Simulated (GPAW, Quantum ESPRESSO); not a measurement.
Consider K (Im-3m).

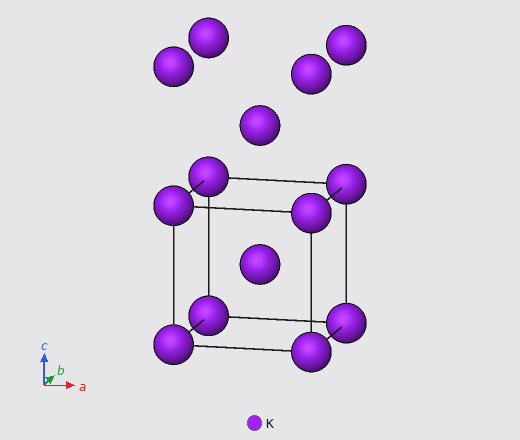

The structure (potassium purple). 1×1×2 conventional cells are drawn. Some periodic images of atoms are drawn too.

```xyz
1
Lattice="-2.6125 2.6125 2.6125 2.6125 -2.6125 2.6125 2.6125 2.6125 -2.6125" Properties=species:S:1:pos:R:3 pbc="T T T"
K     0.0000    0.0000    0.0000
```

Absorber: atom 1, with 8 K at 4.52 Å and 6 K at 5.22 Å (cube and octahedron, as in bcc, site symmetry m-3m). Method: Quantum ESPRESSO XSpectra, LDA, excited-electron core hole (neutral cell), 4-atom cell with 7.4 Å between holes, 6×6×6 k points, dipole transitions, Lorentzian half width 0.37 eV up to 4 eV, rising linearly to 2.5 eV at 25 eV.

The database entry behind the starting cell lists a temperature near 5 K, so it need not match the best structure at ambient conditions.

**Question.** Predict the near-edge structure at the K K edge.

Main maxima up to 30 eV above the zero (height): 0.9 eV (1.40), 3.6 eV (1.18), 6.7 eV (1.80) and 17.5 eV (1.05). A K edge sees empty p states on the absorber. The total-energy difference is 3613.12 eV. One term is added: -19.73 eV, since the hole is spin-paired here and a spin-polarised one costs that much less in the free atom (computed apart). The photon energy is then 3593.39 eV. The tabulated edge of the element is 3608.4 eV. The functional leaves an error in such absolute values: in the free atom LDA prices this hole 11.1 eV below PBE (computed apart), and PBE is itself good to a few eV.

The K K spectrum (energy from the energy zero of the input (xe0, at the border of filled and empty states); intensity scaled to a mean of 1 over the first 20 eV; the points at xe0, where the cut of filled states can leave a spike, are interpolated):

```csv
E (eV),intensity
-2.0,0.06
-0.5,0.20
1.0,1.38
2.5,0.55
4.0,1.02
5.5,0.94
7.0,1.66
8.5,0.92
10.0,0.85
11.5,0.95
13.0,0.98
14.5,0.99
16.0,1.01
17.5,1.05
19.0,1.00
20.5,0.93
22.0,0.92
23.5,0.92
25.0,0.91
26.5,0.90
28.0,0.87
29.5,0.88
31.0,0.93
```

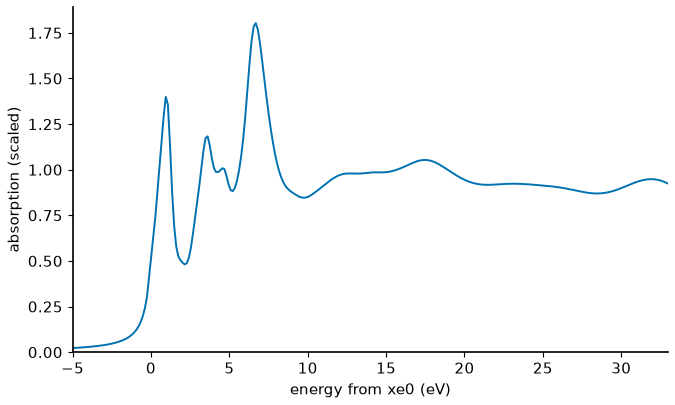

The K K edge.

The structure is a published determination, not relaxed.

[Banner, clock and machine lines of the logs are left out without a mark of their own.]

[Logs are printed without paths, hosts, clocks, repeated set-up lines and the standing remarks that a program may print on its own settings, such as how far it seeks lower states.]

[Hosts, paths, dates, database ids (printed as entryN), source tags and the programs' standing remarks are cut or masked in the printed files.]

[Lists of maxima count a maximum above −3 eV only where it reaches 4 % of the highest in the window and stands out from its surroundings by 2 % of it (1.5 % where it reaches 55 %); shoulders and weaker maxima are passed over, and of the rest the first, up to two pre-edge ones and the few strongest are named.]
